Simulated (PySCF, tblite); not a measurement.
**CH₇AlNO₃Si radical, a small gas-phase stand-in for a defect centre (Si site with back bonds C, O[Al](O)O, N): EPR parameters**

Aim: the EPR parameters of `C[Si](N)[O][Al]([OH])[OH]`. It is drawn as: dangling bond.

Computed with tblite 0.8.0 and PySCF 2.14.0; each step states its level. No surroundings beyond the atoms listed, unless a continuum is named. Atoms count from 0, parts from 1.

## Step 1: The system as given

14 atoms, charge 0, multiplicity 2; geometry: distance geometry start.

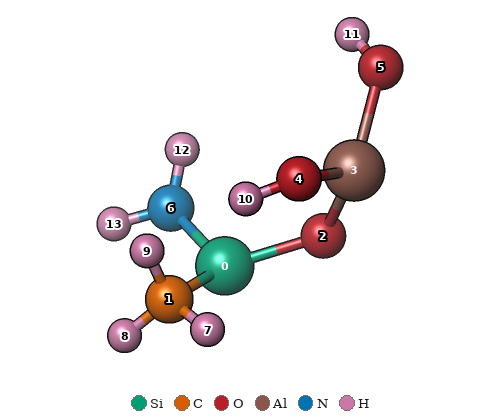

The starting geometry (silicon teal, carbon orange, oxygen red, aluminium brown, nitrogen blue, hydrogen pink), atoms numbered.

## Step 2: Relaxing the cluster with GFN2-xTB

Job settings and geometry (Å):

```
{"job": {"kind": "relax", "xc": "GFN2-xTB", "basis": "xTB"}, "charge": 0, "multiplicity": 2}
Si     0.329898    -0.857083     1.430847
C     -1.441801    -0.449284     1.579441
O      1.487209     0.435629     1.858342
Al     1.350290     2.197772     1.282786
O     -0.362741     2.884348     1.078503
O      2.587861     2.704252    -0.053298
N      0.796823    -1.899705     0.009325
H     -1.578121     0.196365     2.410240
H     -1.995098    -1.307776     1.704969
H     -1.754385     0.067973     0.722674
H     -1.163791     2.346429     0.925580
H      2.790225     2.240243    -0.835119
H      1.289101    -1.442160    -0.759011
H      0.114249    -2.606759    -0.255972
```

Method: GFN2-xTB geometry optimisation, gas phase.

Run with:

```
$ OMP_NUM_THREADS=1 python cluster_run.py task.json out
```

One launch serves the whole session: the jobs run in the order shown.

Log:

```text
step      E/eV     max force
  0    -645.76741    5.171
  1    -646.59891    2.739
  2    -647.03772    4.777
  3    -647.25527    1.071
  4    -647.34438    0.832
  5    -647.43798    1.147
  6    -647.47035    0.872
  7    -647.51102    0.655
  8    -647.52704    0.444
  9    -647.55080    0.424
 10    -647.58516    0.562
 11    -647.61573    0.589
 12    -647.63915    0.469
 13    -647.65808    0.387
 14    -647.67716    0.398
 15    -647.69732    0.491
 16    -647.72280    0.531
 17    -647.74407    0.405
 18    -647.76121    0.352
 19    -647.77357    0.387
 20    -647.78372    0.559
 21    -647.79665    0.447
 22    -647.80949    0.182
 23    -647.81372    0.210
 24    -647.81892    0.211
 25    -647.82250    0.189
 26    -647.82632    0.174
 27    -647.83086    0.243
 28    -647.83729    0.330
 29    -647.84265    0.346
 30    -647.84635    0.197
 31    -647.84984    0.151
 32    -647.85283    0.111
 33    -647.85476    0.121
 34    -647.85640    0.116
 35    -647.85772    0.125
 36    -647.85997    0.142
 37    -647.86346    0.218
 38    -647.86793    0.233
 39    -647.87170    0.167
 40    -647.87406    0.132
 41    -647.87620    0.153
 42    -647.87894    0.167
 43    -647.88138    0.154
 44    -647.88325    0.123
 45    -647.88519    0.205
 46    -647.88832    0.256
 47    -647.89778    0.335
 48    -647.90571    0.308
 49    -647.91198    0.179
 50    -647.91546    0.106
 51    -647.91738    0.120
 52    -647.91910    0.102
 53    -647.92029    0.136
 54    -647.92131    0.091
 55    -647.92261    0.063
 56    -647.92412    0.106
 57    -647.92479    0.080
 58    -647.92574    0.055
 59    -647.92621    0.053
 60    -647.92713    0.079
 61    -647.92796    0.085
 62    -647.92874    0.084
 63    -647.92951    0.088
 64    -647.93036    0.082
 65    -647.93119    0.125
 66    -647.93195    0.107
 67    -647.93240    0.055
 68    -647.93262    0.034
 69    -647.93279    0.046
 70    -647.93292    0.049
 71    -647.93306    0.040
 72    -647.93332    0.036
 73    -647.93350    0.037
 74    -647.93369    0.029
 75    -647.93382    0.034
 76    -647.93398    0.037
 77    -647.93423    0.049
 78    -647.93462    0.052
 79    -647.93508    0.057
 80    -647.93548    0.051
 81    -647.93578    0.045
 82    -647.93603    0.045
 83    -647.93618    0.031
 84    -647.93627    0.036
 85    -647.93635    0.036
 86    -647.93657    0.037
 87    -647.93687    0.050
 88    -647.93759    0.066
 89    -647.93860    0.089
 90    -647.93965    0.054
 91    -647.93812    0.508
 92    -647.94049    0.062
 93    -647.94072    0.041
 94    -647.94111    0.118
 95    -647.94140    0.117
 96    -647.94207    0.054
 97    -647.94232    0.080
 98    -647.94274    0.054
 99    -647.94306    0.096
100    -647.94340    0.059
101    -647.94361    0.156
102    -647.94403    0.092
103    -647.94472    0.066
104    -647.94551    0.122
105    -647.94639    0.302
106    -647.94758    0.087
107    -647.94922    0.202
108    -647.95076    0.228
109    -647.95136    0.164
110    -647.95285    0.132
111    -647.95396    0.172
112    -647.95484    0.098
113    -647.95557    0.110
114    -647.95629    0.125
115    -647.95684    0.082
116    -647.95740    0.084
117    -647.95823    0.062
118    -647.95906    0.083
119    -647.96086    0.107
120    -647.96283    0.140
121    -647.96527    0.141
122    -647.96674    0.345
123    -647.96828    0.297
124    -647.97058    0.116
125    -647.97184    0.063
126    -647.97273    0.041
127    -647.97309    0.037
128    -647.97331    0.054
129    -647.97344    0.058
130    -647.97357    0.061
131    -647.97366    0.034
132    -647.97373    0.031
133    -647.97381    0.021
134    -647.97389    0.022
135    -647.97396    0.022
136    -647.97403    0.027
137    -647.97410    0.024
138    -647.97416    0.016
139    -647.97419    0.014
140    -647.97423    0.017
141    -647.97427    0.018
142    -647.97432    0.017
143    -647.97439    0.016
144    -647.97449    0.021
145    -647.97463    0.029
146    -647.97479    0.030
147    -647.97495    0.035
148    -647.97509    0.033
149    -647.97523    0.032
150    -647.97539    0.036
151    -647.97554    0.038
152    -647.97567    0.037
153    -647.97579    0.034
154    -647.97591    0.032
155    -647.97604    0.028
156    -647.97615    0.022
157    -647.97622    0.020
158    -647.97627    0.014
159    -647.97631    0.017
160    -647.97635    0.021
161    -647.97640    0.021
162    -647.97645    0.018
163    -647.97649    0.017
164    -647.97652    0.015
165    -647.97656    0.016
166    -647.97662    0.017
167    -647.97672    0.022
168    -647.97689    0.027
169    -647.97716    0.041
170    -647.97754    0.060
171    -647.97804    0.079
172    -647.97869    0.095
173    -647.97958    0.101
174    -647.98020    0.096
175    -647.98096    0.101
176    -647.98151    0.176
177    -647.98240    0.078
178    -647.98339    0.098
179    -647.98456    0.130
180    -647.98606    0.098
181    -647.98692    0.091
182    -647.98767    0.069
183    -647.98817    0.042
184    -647.98873    0.054
185    -647.98900    0.060
186    -647.98940    0.067
187    -647.98973    0.086
188    -647.99008    0.043
189    -647.99036    0.055
190    -647.99051    0.042
191    -647.99058    0.053
192    -647.99071    0.030
193    -647.99084    0.022
194    -647.99100    0.041
195    -647.99111    0.038
196    -647.99123    0.047
197    -647.99141    0.030
198    -647.99163    0.036
199    -647.99179    0.038
200    -647.99184    0.042
201    -647.99184    0.042
202    -647.99326    0.047
203    -647.99341    0.023
204    -647.99364    0.041
205    -647.99364    0.071
206    -647.99389    0.014
207    -647.99396    0.026
208    -647.99402    0.027
209    -647.99407    0.007
```

Run time: 3.2 s. Hardware: 1 thread of Arm Neoverse V1, shared host.

Step by step:

```tsv
step	energy from step 0 (eV)	largest force (eV/Å)
0	0.0000	5.1705
8	-1.7596	0.4439
16	-1.9554	0.5315
24	-2.0515	0.2117
32	-2.0854	0.1106
40	-2.1066	0.1324
48	-2.1383	0.3087
56	-2.1567	0.1060
64	-2.1629	0.0820
72	-2.1659	0.0353
80	-2.1681	0.0515
88	-2.1702	0.0651
96	-2.1747	0.0546
104	-2.1781	0.1225
112	-2.1874	0.0984
120	-2.1954	0.1404
128	-2.2059	0.0537
136	-2.2066	0.0265
144	-2.2071	0.0206
152	-2.2083	0.0366
160	-2.2089	0.0204
168	-2.2095	0.0270
176	-2.2141	0.1770
184	-2.2213	0.0542
192	-2.2233	0.0299
200	-2.2244	0.0416
208	-2.2266	0.0271
209	-2.2267	0.0073
```

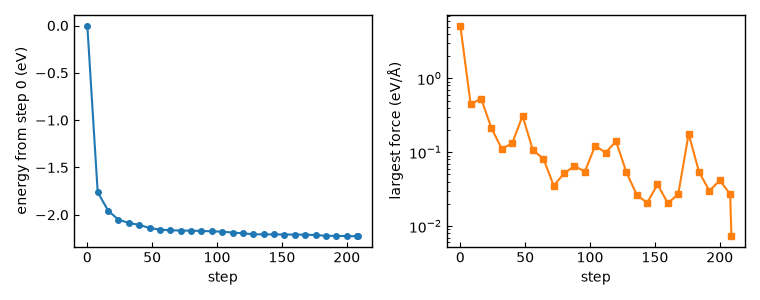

Energy and force, step by step.

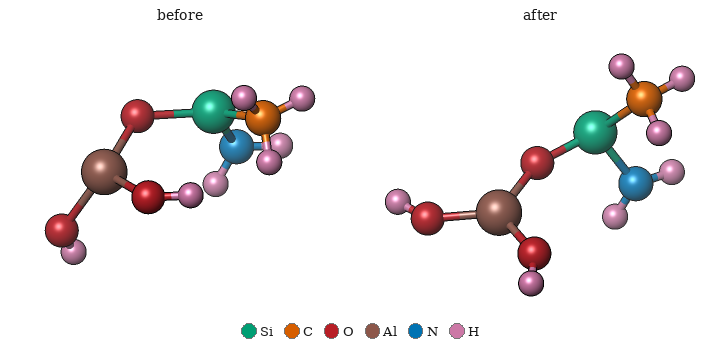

Before and after, at one scale.

Distances of close pairs at the start and the end, largest changes first:

```tsv
bond	before (Å)	after (Å)	change (Å)
Al3–O5	1.890	1.663	-0.227
Al3–O4	1.857	1.656	-0.201
Si0–O2	1.787	1.612	-0.175
O2–Al3	1.859	1.698	-0.161
Si0–N6	1.824	1.730	-0.093
Si0–C1	1.824	1.904	+0.080
C1–H8	1.029	1.085	+0.056
C1–H9	1.048	1.088	+0.039
```

## Step 3: Optimising the geometry at PBE0-D3(BJ)/def2-SVP

Job settings and geometry (Å):

```
{"job": {"xc": "PBE0", "basis": "def2-SVP", "d3": "d3bj", "grid": 2, "kind": "geom", "shake": 0.01}, "charge": 0, "multiplicity": 2}
Si     0.238735    -1.299960     0.406468
C     -1.441505    -1.316933     1.342579
O      0.872782     0.181580     0.261440
Al     1.016058     1.806355    -0.232148
O     -0.384673     2.504636    -0.855280
O      2.424340     2.619444    -0.091955
N     -0.063887    -1.898970    -1.185442
H     -1.315067    -0.919943     2.347822
H     -1.827426    -2.317408     1.426873
H     -2.163654    -0.697867     0.828762
H     -0.765463     3.298432    -1.198495
H      3.320176     2.472732     0.218027
H      0.510772    -1.613556    -1.946993
H     -0.427666    -2.833149    -1.307248
```

Log:

```text
step   0  E = -853.86903842  max force = 0.034368
step   1  E = -853.87580426  max force = 0.016138
step   2  E = -853.87648377  max force = 0.004369
step   3  E = -853.87679433  max force = 0.006777
step   4  E = -853.87713037  max force = 0.006392
step   5  E = -853.87741269  max force = 0.002419
step   6  E = -853.87752956  max force = 0.001564
step   7  E = -853.87766923  max force = 0.003210
step   8  E = -853.87778335  max force = 0.003389
step   9  E = -853.87784004  max force = 0.002134
step  10  E = -853.87787100  max force = 0.000527
step  11  E = -853.87787959  max force = 0.000692
step  12  E = -853.87789892  max force = 0.002143
step  13  E = -853.87781325  max force = 0.005116
step  14  E = -853.87790296  max force = 0.003419
step  15  E = -853.87793239  max force = 0.002836
step  16  E = -853.87800939  max force = 0.001424
step  17  E = -853.87802379  max force = 0.001221
step  18  E = -853.87802551  max force = 0.000534
step  19  E = -853.87803557  max force = 0.000740
step  20  E = -853.87804213  max force = 0.000980
step  21  E = -853.87804476  max force = 0.000751
step  22  E = -853.87805188  max force = 0.000250
optimisation converged
```

It took 8.2 min on 1 thread of Arm Neoverse V1, shared host; peak memory 0.71 GiB.

Relaxation path: (the energy doesn't fall at every step)

```tsv
step	energy from step 0 (eV)	largest force component (eV/Å)
0	0.0000	1.7673
1	-0.1841	0.8298
2	-0.2026	0.2247
3	-0.2110	0.3485
4	-0.2202	0.3287
5	-0.2279	0.1244
6	-0.2311	0.0804
7	-0.2349	0.1651
8	-0.2380	0.1743
9	-0.2395	0.1097
10	-0.2403	0.0271
11	-0.2406	0.0356
12	-0.2411	0.1102
13	-0.2388	0.2631
14	-0.2412	0.1758
15	-0.2420	0.1458
16	-0.2441	0.0732
17	-0.2445	0.0628
18	-0.2446	0.0275
19	-0.2448	0.0381
20	-0.2450	0.0504
21	-0.2451	0.0386
22	-0.2453	0.0129
```

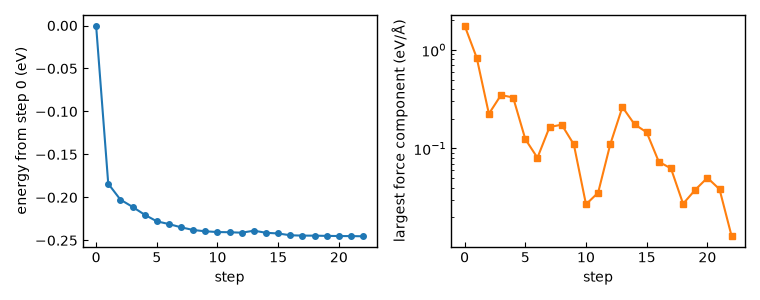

Energy and largest force along the relaxation.

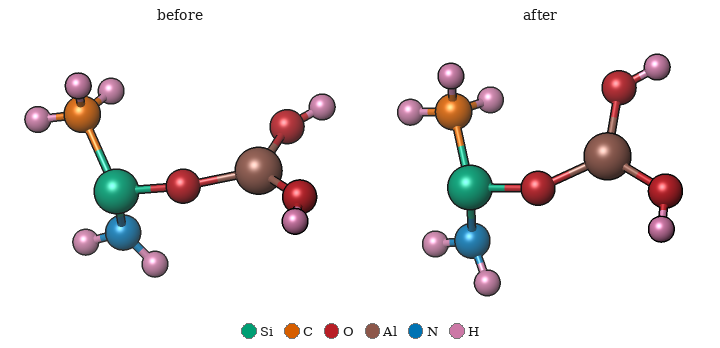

Before and after, at one scale.

Close pairs (by a distance rule), those that changed most:

```tsv
bond	before (Å)	after (Å)	change (Å)
Al3–O5	1.632	1.696	+0.064
Si0–O2	1.618	1.660	+0.042
Si0–C1	1.923	1.884	-0.040
C1–H8	1.076	1.101	+0.026
C1–H9	1.081	1.103	+0.022
N6–H12	0.996	1.016	+0.020
Si0–N6	1.728	1.745	+0.018
O4–H10	0.945	0.958	+0.013
```

The next job starts from the end point, and lists it.

```tsv
at the end point	value
point group (found at 0.08 Å tolerance)	C1
rotational constants (GHz, main isotopes)	3.040, 0.981, 0.812
dipole moment (D)	1.27
⟨S²⟩	0.752
```

## Step 4: EPR parameters: B3LYP/IGLO-III+pcH-1

Job settings and geometry (Å):

```
{"job": {"kind": "epr"}, "charge": 0, "multiplicity": 2}
Si     0.266821    -1.356214     0.430080
C     -1.527118    -1.113290     0.950239
O      1.032559     0.103295     0.232458
Al     0.878268     1.769388    -0.017053
O     -0.638991     2.495815     0.186283
O      2.208987     2.729644    -0.446085
N      0.255053    -2.115251    -1.141339
H     -1.587390    -0.647685     1.945239
H     -2.066813    -2.072407     0.989266
H     -2.029174    -0.448385     0.227529
H     -0.790193     3.434506     0.066939
H      3.097233     2.384111    -0.543983
H      1.142534    -2.184725    -1.631558
H     -0.248217    -2.993406    -1.232667
```

Method: UKS B3LYP, IGLO-III on Al C N O Si, pcH-1 on H, non-relativistic, mean-field spin-orbit, GIAO.

Log:

```text
UKS, coarse grid
  cycle   1  E = -854.67060645  |g| = 1.10e+00
  cycle   2  E = -853.61035491  |g| = 1.98e+00
  cycle   3  E = -855.09667368  |g| = 1.58e-01
  cycle   4  E = -855.10176783  |g| = 1.19e-01
  cycle   5  E = -855.10709776  |g| = 2.46e-02
  cycle   6  E = -855.10731374  |g| = 6.76e-03
  cycle   7  E = -855.10733376  |g| = 1.60e-03
  cycle   8  E = -855.10733476  |g| = 9.27e-04
UKS, final grid
  cycle   1  E = -855.10730825  |g| = 1.53e-03
  cycle   2  E = -855.10730639  |g| = 2.64e-03
  cycle   3  E = -855.10730919  |g| = 8.74e-05
  cycle   4  E = -855.10730920  |g| = 2.15e-05
E = -855.10730920 Eh   <S^2> = 0.7518 (exact 0.7500)
g shifts (ppm)      1          2          3
  rmc          -172       -172       -172
  gc             68         16         97
  oz_so       -1505       -146         59
  total       -1608       -302        -16
hyperfine (MHz)  atom isotope    a_iso     a_fc   dipolar eigenvalues
    0  29Si    -685.68    -686.72   -123.97     61.35     62.62
    1   13C     100.16     100.17     -8.78     -8.01     16.79
    2   17O     -75.30     -75.28    -13.67      6.23      7.44
    3  27Al      47.71      47.75     -2.14     -1.99      4.13
    4   17O      -4.00      -4.00     -0.43      0.13      0.30
    5   17O      -1.37      -1.37     -0.77      0.38      0.39
    6   14N       8.59       8.59     -6.88     -6.54     13.42
    7    1H      -5.04      -5.04     -6.06     -2.77      8.83
    8    1H      -6.75      -6.76     -5.64     -2.50      8.14
    9    1H      33.90      33.89     -5.10     -0.76      5.86
   10    1H       0.75       0.75     -0.58     -0.51      1.09
   11    1H      -0.10      -0.10     -0.76     -0.47      1.22
   12    1H      -7.32      -7.33     -9.37     -3.41     12.78
   13    1H      -8.82      -8.84     -9.15     -2.35     11.50
```

Run time: 2.1 min. Hardware: 1 thread of Arm Neoverse V1, shared host; peak memory 1.3 GiB.

Principal g values 2.00071, 2.00202, 2.00230; g(iso) = 2.00168, against 2.00232 for a free electron.

Hyperfine couplings, nucleus by nucleus at this fixed geometry (no averaging over rotations):

```tsv
nuclei	isotope	a(iso) (MHz)	a(iso) (G, at g = 2.0023)	largest dipolar term (MHz)
Si0	29Si	-685.7	-244.7	-124.0
C1	13C	100.2	35.7	16.8
O2	17O	-75.3	-26.9	-13.7
Al3	27Al	47.7	17.0	4.1
H9	1H	33.9	12.1	5.9
H13	1H	-8.8	-3.1	11.5
N6	14N	8.6	3.1	13.4
H12	1H	-7.3	-2.6	12.8
H8	1H	-6.8	-2.4	8.1
H7	1H	-5.0	-1.8	8.8
O4	17O	-4.0	-1.4	-0.4
O5	17O	-1.4	-0.5	-0.8
H10	1H	0.7	0.3	1.1
H11	1H	-0.1	0.0	1.2
```

Mulliken spin populations:

Si0 0.78; C1 0.05; O2 0.02; Al3 0.04; O4 0.00; O5 0.00; N6 0.09; H7 0.00; H8 0.00; H9 0.03; H10 0.00; H11 0.00; H12 0.00; H13 0.00

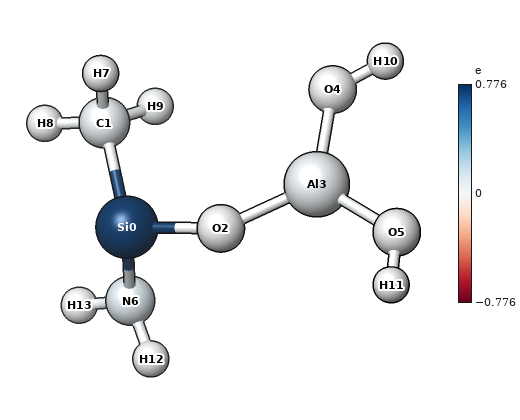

Mulliken spin populations, as colours on the atoms.

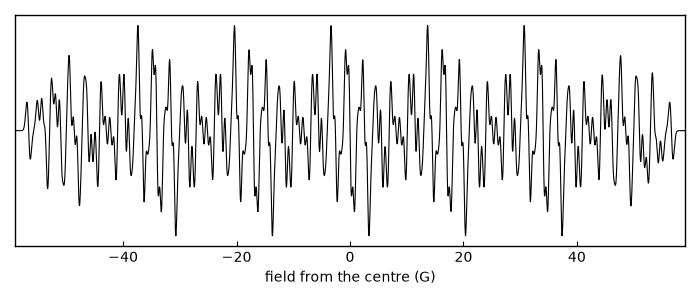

First-order isotropic spectrum (first derivative, main isotopes with spin only, couplings over 0.8 MHz, Gaussian width 0.3 G; couplings of the frozen geometry, rotation of groups not averaged beyond the rows shown).

Orbitals, density, ELF and potential are computed afterwards from the orbital file.

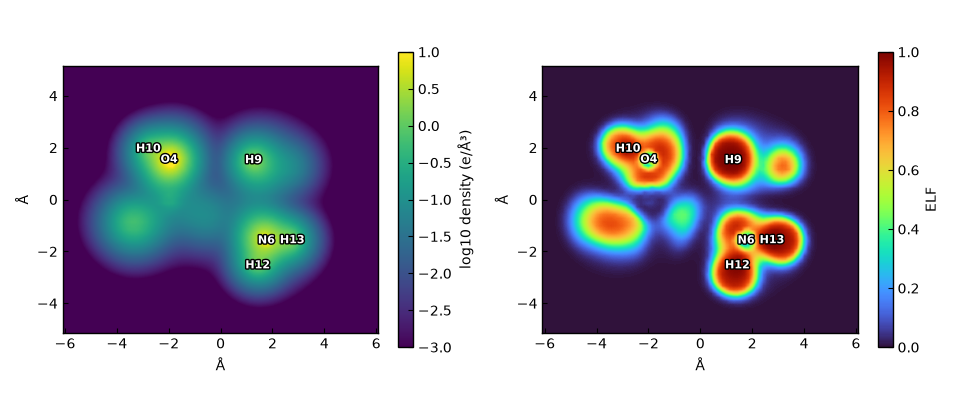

Density (left) and ELF (right) in a plane through or near 6 of the atoms.

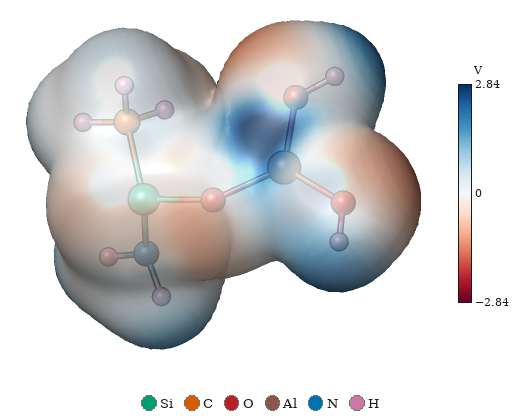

Electrostatic potential on the surface of density 0.002 e/bohr³; red is low, blue high. It runs from -1.37 V near O4 to 2.84 V near Al3.

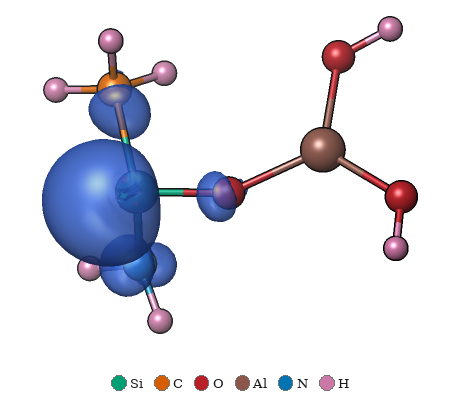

Spin density at ±0.05 e/Å³ (alpha excess blue, beta excess red).

## Step 5: EPR parameters: BHandHLYP/IGLO-III+pcH-1

Same as in step 4 but for these lines:

```diff
@@ -1,2 +1,2 @@
-{"job": {"kind": "epr"}, "charge": 0, "multiplicity": 2}
+{"job": {"kind": "epr", "xc": "BHandHLYP"}, "charge": 0, "multiplicity": 2}
 Si     0.266821    -1.356214     0.430080
```

With the program's defaults for keys left out, this is: UKS BHandHLYP, IGLO-III on Al C N O Si, pcH-1 on H, non-relativistic, mean-field spin-orbit, GIAO.

Log:

```text
UKS, coarse grid
  cycle   1  E = -854.59231319  |g| = 8.94e-01
  cycle   2  E = -854.44934150  |g| = 1.12e+00
  cycle   3  E = -854.88856899  |g| = 6.59e-02
  cycle   4  E = -854.89025192  |g| = 4.50e-02
  cycle   5  E = -854.89112853  |g| = 9.86e-03
  cycle   6  E = -854.89120167  |g| = 3.99e-03
  cycle   7  E = -854.89121715  |g| = 1.51e-03
  cycle   8  E = -854.89121987  |g| = 4.61e-04
UKS, final grid
  cycle   1  E = -854.89120224  |g| = 3.91e-04
  cycle   2  E = -854.89120229  |g| = 4.14e-04
  cycle   3  E = -854.89120236  |g| = 7.39e-05
  cycle   4  E = -854.89120237  |g| = 3.04e-05
  cycle   5  E = -854.89120237  |g| = 1.01e-05
E = -854.89120237 Eh   <S^2> = 0.7530 (exact 0.7500)
g shifts (ppm)      1          2          3
  rmc          -174       -174       -174
  gc             70         15         97
  oz_so       -1527        -95         25
  total       -1631       -253        -52
hyperfine (MHz)  atom isotope    a_iso     a_fc   dipolar eigenvalues
    0  29Si    -717.75    -718.79   -131.24     64.22     67.03
    1   13C      99.30      99.31     -8.84     -7.83     16.68
    2   17O     -72.57     -72.56    -14.25      6.52      7.73
    3  27Al      36.05      36.09     -2.03     -1.92      3.95
    4   17O      -2.46      -2.46     -0.36      0.11      0.25
    5   17O      -0.80      -0.80     -0.60      0.30      0.30
    6   14N      10.87      10.87     -6.69     -6.34     13.03
    7    1H      -5.98      -5.98     -6.12     -2.82      8.94
    8    1H      -7.80      -7.81     -5.71     -2.55      8.26
    9    1H      34.42      34.42     -5.09     -0.62      5.71
   10    1H       0.49       0.49     -0.56     -0.50      1.06
   11    1H      -0.11      -0.11     -0.71     -0.50      1.21
   12    1H      -9.24      -9.26     -9.40     -3.54     12.94
   13    1H     -10.35     -10.37     -9.16     -2.56     11.72
```

Run time: 2.1 min. Hardware: 1 thread of Arm Neoverse V1, shared host; peak memory 1.3 GiB.

In short: g(iso) 2.00167.

## Step 6: Side by side: EPR parameters

g, ⟨S²⟩ and isotropic hyperfine couplings (MHz), with basis size and wall time:

```tsv
run	g(iso)	⟨S²⟩	29Si Si0	13C C1	17O O2	27Al Al3	1H H9	functions	time
B3LYP/IGLO-III+pcH-1	2.00168	0.752	-685.7	100.2	-75.3	47.7	33.9	333	2.1 min
BHandHLYP/IGLO-III+pcH-1	2.00167	0.753	-717.8	99.3	-72.6	36.1	34.4	333	2.1 min
```

## Step 7: Outcome

| quantity | value |
| --- | --- |
| point group | C1 |
| rotational constants (main isotopes) | 3.04, 0.98, 0.81 GHz |
| g(iso) (B3LYP) | 2.00168 |
| ⟨S²⟩ | 0.752 (exact 0.75) |
| largest a(iso) | 29Si on Si0, -685.7 MHz |
| potential on the surface of density 0.002 e/bohr³, 1st and 99th percentile | -1.37 V and 2.84 V |

**Reading.** The start of the PBE0/def2-SVP relaxation was shaken at random by about 0.01 Å, so part of the energy gained, and of the first lengths quoted, undoes that. Over 22 steps the energy fell by 0.245 eV; of the close pairs, Al3–O5 changed most, 1.632 to 1.696 Å (PBE0/def2-SVP). No frequency check was run at this level, so the end point may be a saddle. Most of the unpaired spin sits on Si0 (0.78 e). The isotropic g lies 0.6 ppt below the free-electron value. The coupling of 29Si on Si0 runs from -717.8 (BHandHLYP/IGLO-III+pcH-1) to -685.7 MHz (B3LYP/IGLO-III+pcH-1). A capped cluster stands for the solid here, so long-range fields and strain are missing, and bands or shifts of the capping hydrogens have no counterpart in it.
